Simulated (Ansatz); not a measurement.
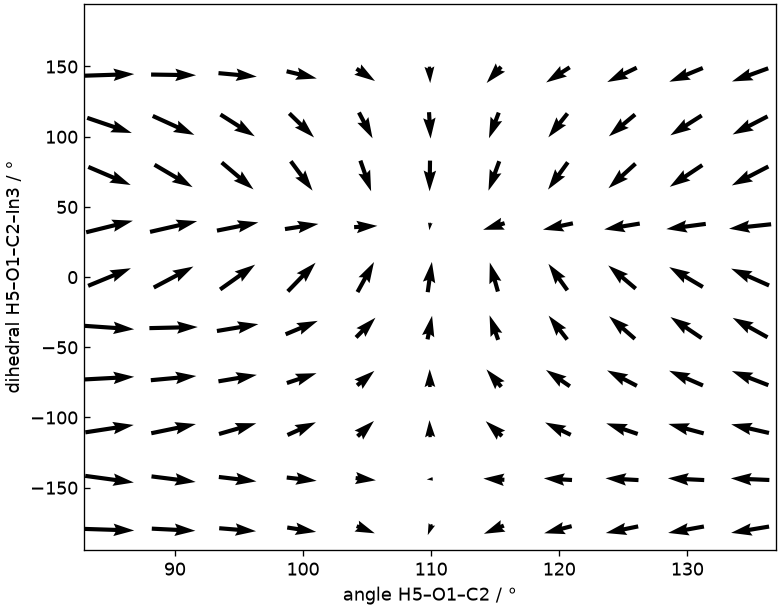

CH₄IInO, SMILES O[CH2][InH][I]. 
- First axis: angle H5–O1–C2. Second axis: dihedral H5–O1–C2–In3.
- Nothing is relaxed (all other coordinates rigid).
- The scan uses an 11 × 10 grid.
- Method: RKS SPW92 (LDA)/def2-TZVP (Ansatz 0.2.0).

Drawn: arrows along the force (downhill), their lengths compressed.

**The arrows alone are given. Where is the energy lowest?**

The arrows converge at angle H5–O1–C2 = 109.9°, dihedral H5–O1–C2–In3 = 36° (read from the interpolated surface).

The energy map of the same scan:

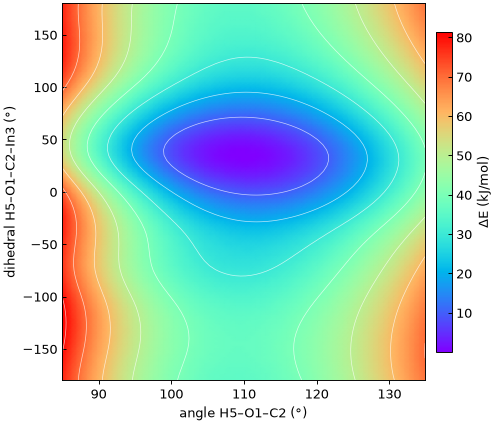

Energies are in kJ/mol, from the relaxed molecule at the same level; between grid points the surface is interpolated.
